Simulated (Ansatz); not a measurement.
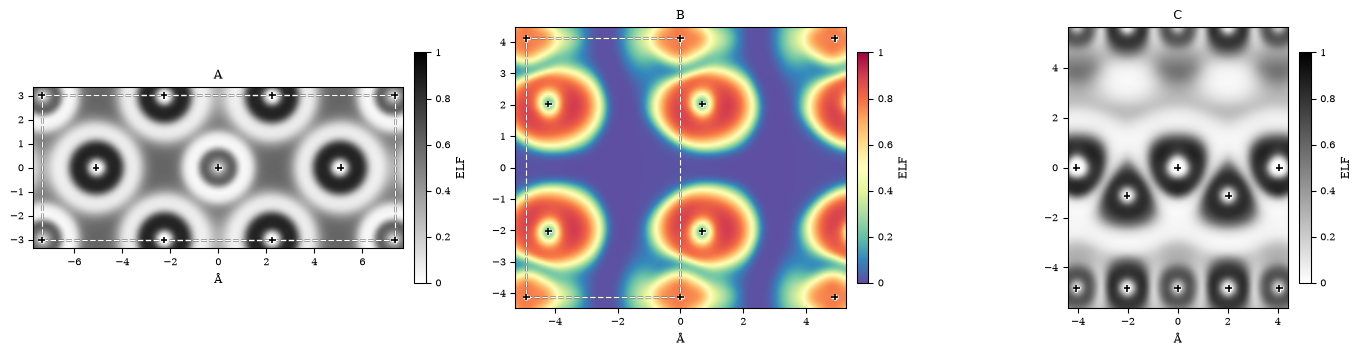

The electron localisation function of 3 systems, each on a plane through atoms (crosses mark nuclei in the plane).

Method: DFT PBE, scalar-relativistic, plane waves, PAW (Ansatz).

System 1: NaSr2, the (110) plane of the conventional cell. Space group I4/mmm; a generated structure, not necessarily the stable one; changed on purpose from its base cell (volume × 0.91, shape and atoms relaxed); computed without spin polarisation.

```yaml
crystal:
  lattice:
    - [4.26608, 0.00000, 0.00000]
    - [0.00000, 4.26608, 0.00000]
    - [0.00000, 0.00000, 14.70460]
  atoms:
    - { symbol: Na, position: [0.00000, 0.00000, 0.00000] }
    - { symbol: Na, position: [0.50000, 0.50000, 0.50000] }
    - { symbol: Sr, position: [0.00000, 0.00000, 0.34643] }
    - { symbol: Sr, position: [0.50000, 0.50000, 0.84643] }
    - { symbol: Sr, position: [0.50000, 0.50000, 0.15357] }
    - { symbol: Sr, position: [0.00000, 0.00000, 0.65357] }
```

System 2: La3RuN4, the (100) plane of the conventional cell. Space group P4mm; a generated structure, not necessarily the stable one; computed without spin polarisation.

```xyz
8
Lattice="4.0665 0.0000 0.0000 0.0000 4.0665 0.0000 0.0000 0.0000 10.5512" Properties=species:S:1:pos:R:3 pbc="T T T"
La    0.0000    0.0000    5.7951
La    2.0332    2.0332    3.4328
La    2.0332    2.0332   10.2039
Ru    0.0000    0.0000    0.9610
N     2.0332    0.0000    0.9535
N     2.0332    0.0000    4.6768
N     0.0000    2.0332    0.9535
N     0.0000    2.0332    4.6768
```

System 3: RhCl4, the (110) plane of the conventional cell. Space group P-42m; a generated structure, not necessarily the stable one; computed without spin polarisation.

Which map belongs to which system?

Panel A is system 1, NaSr2: the plane holds Na and Sr. Na–Sr (3.77 Å): the ELF is about 0.20 at the midpoint (no localised pair shows between them). Panel B is system 3, RhCl4: the plane holds Rh and Cl. Rh–Cl (2.21 Å): the ELF peaks at about 0.80 in the valence shell of Cl, 0.7 Å from its nucleus, and is about 0.35 at the midpoint. Panel C is system 2, La3RuN4: the plane holds La, Ru and N. Ru–N (2.03 Å): the ELF peaks at about 0.80 in the valence shell of N, 0.6 Å from its nucleus, and is about 0.20 at the midpoint.
